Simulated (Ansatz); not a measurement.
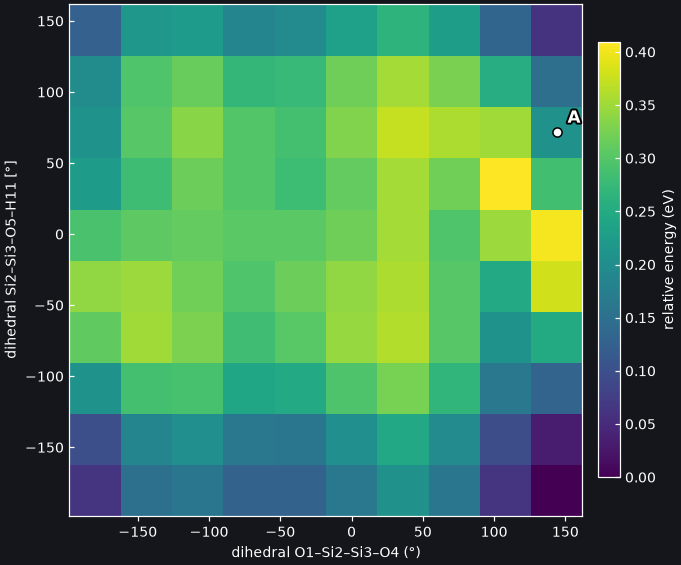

H₆O₃Si₂, SMILES O[SiH2][SiH](O)O. Coordinates scanned: (1) dihedral O1–Si2–Si3–O4; (2) dihedral Si2–Si3–O5–H11. Nothing is relaxed (all other coordinates rigid). The grid has 10 × 10 points. Points are written as (first, second). Energies: eV, counted from the lowest grid point. Energies and slopes of some neighbouring points disagree (a jump in structure or state, or too coarse a mesh). Computed with RHF/def2-SVP (Ansatz).

In the figure: one coloured cell a grid point, the point A.

Which way does the force act at A, and how strong is it?

A, at (144°, 72°), is not a stationary point. The computed force is 0.0029 eV for each degree towards larger values of dihedral O1–Si2–Si3–O4 and 0.0015 eV for each degree towards larger values of dihedral Si2–Si3–O5–H11.
